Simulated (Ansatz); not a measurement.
# UPBE/6-311+G(d,p) run of AlClOF (SMILES [O][Al]([F])[Cl])

Aim: the vertical ionisation energy of AlClOF at UPBE/6-311+G**, from 2 runs. 

Program for the calculation: Ansatz 0.2.0.

70 further runs of the same task are left out: 2 that didn't finish, 68 set aside as unsound or not needed. Runs told in other sessions of the task aren't counted.

### 1 The system as given

AlClOF: 4 atoms, total charge 0, spin state doublet. As SMILES, `[O][Al]([F])[Cl]`. The shape is that of a PBE0-D4/def2-TZVP optimisation.

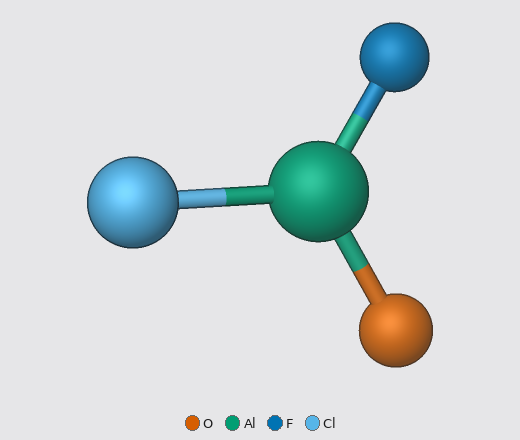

The structure, seen from a chosen angle (oxygen orange, aluminium teal, fluorine blue, chlorine blue).

### 2 A single-point energy at UPBE/6-311+G(d,p)

Contents of in.yaml:

```yaml
crystal:
  periodic: [false, false, false]
  atoms:
    - symbol: O
      position_ang: [0.993300, 0.591700, 1.294800]
    - symbol: Al
      position_ang: [0.061900, -0.095200, 0.016700]
    - symbol: F
      position_ang: [0.278100, -1.671200, -0.348900]
    - symbol: Cl
      position_ang: [-1.277700, 1.114400, -0.982900]
basis:
  gaussian:
    orbitals: 6-311+G_st__st_-spherical.json
magnetization:
  spin_polarized: true
  initial_magnetization: 1
output:
  orbitals: {seedname: orbitals}
hamiltonian:
  xc: {name: PBE}
accuracy: high
```

The basis set 6-311+G** is read from a file made from the Basis Set Exchange's data (not shown).

Run with:

```bash
ansatz run in.yaml --threads 1 --pin off --max-ram 3480MiB --events-out events.jsonl --progress --plain --runs-dir runs
```

The log of the run:

```text
Warning: RAYON_NUM_THREADS=1 ignored (pool sized by the plan → 1); use --threads N
Functional definition: PBE
  name "PBE"
  parameter kappa = 0.804
  parameter beta = 0.06672455060314922
  exchange = pbe_x(kappa = kappa, mu = beta*pi^2/3)
  correlation = pbe_c(beta = beta)
1717 factors; integrals over basis functions are off by at most 4.5e-9 eV
mean field evaluation 1: about -23852.8001 eV, gradient 6.8e1 eV
mean field evaluation 2: about -23598.5453 eV, gradient 1.6e2 eV
mean field evaluation 4: about -23857.1843 eV, gradient 6.7e1 eV
mean field evaluation 8: about -23874.4982 eV, gradient 4.9e-1 eV
mean field evaluation 16: about -23874.4949 eV, gradient 1.1e-3 eV
mean field evaluation 32: about -23874.0450 eV, gradient 5.6e0 eV
mean field evaluation 64: about -23874.2273 eV, gradient 5.6e-1 eV
mean field -23874.49487240 eV, -877.3715038467 hartree, gradient 9.2e-8 eV, S^2 0.752828; 6 other end points of the search recorded, 0 dependent functions left out
reference -23874.49487967 eV, -877.3715041140 hartree; 24, 23 occupied and 80, 81 virtual orbitals, 1717 factors
Total energy: -23874.49487967 eV, -877.3715041140 hartree
```

Run time: 29 s. Hardware: 1 thread of Arm Neoverse V1, shared host; peak memory 0.3 GiB.

### 3 The singlet cation, same level

Contents of in.yaml:

```yaml
crystal:
  periodic: [false, false, false]
  atoms:
    - {symbol: O, position_ang: [0.993300, 0.591700, 1.294800]}
    - {symbol: Al, position_ang: [0.061900, -0.095200, 0.016700]}
    - {symbol: F, position_ang: [0.278100, -1.671200, -0.348900]}
    - {symbol: Cl, position_ang: [-1.277700, 1.114400, -0.982900]}
basis:
  gaussian: {orbitals: 6-311+G_st__st_-spherical.json}
total_charge: 1
hamiltonian: {xc: pbe}
accuracy: high
output: {orbitals: {seedname: orbitals}}
```

The basis set 6-311+G** is read from a file made from the Basis Set Exchange's data (not shown).

Run with:

```bash
ansatz run in.yaml --threads 1 --pin off --max-ram 3480MiB --events-out events.jsonl --progress --plain --runs-dir runs
```

The log of the run, cut to the lines that bear on the results:

```text
Warning: RAYON_NUM_THREADS=1 ignored (pool sized by the plan → 1); use --threads N
[... 2 set-up lines as earlier in the session ...]
[...]
1717 factors; integrals over basis functions are off by at most 4.5e-9 eV
[...]
mean field -23861.70441949 eV, -876.9014633722 hartree, gradient 3.0e-8 eV, S^2 0.000000; 8 other end points of the search recorded, 0 dependent functions left out
reference -23861.70442738 eV, -876.9014636622 hartree; 23, 23 occupied and 81, 81 virtual orbitals, 1717 factors
Total energy: -23861.70442738 eV, -876.9014636622 hartree
```

Wall time 19 s (1 thread of Arm Neoverse V1, shared host); peak memory 0.22 GiB.

### 4 Results

At UPBE/6-311+G**:

```
                                          quantity          value
                      doublet AlClOF: total energy  -877.37150 Eh
doublet AlClOF: HOMO energy (highest over α and β)       -8.00 eV
 doublet AlClOF: LUMO energy (lowest over α and β)       -7.04 eV
                              doublet AlClOF: ⟨S²⟩          0.753
                      singlet cation: total energy  -876.90146 Eh
vertical ionisation energy (to the singlet cation)      12.790 eV
```

In words: Removing an electron at fixed nuclei costs 12.79 eV (1234 kJ/mol). Only the singlet of the ionised species was computed; a triplet could lie lower.
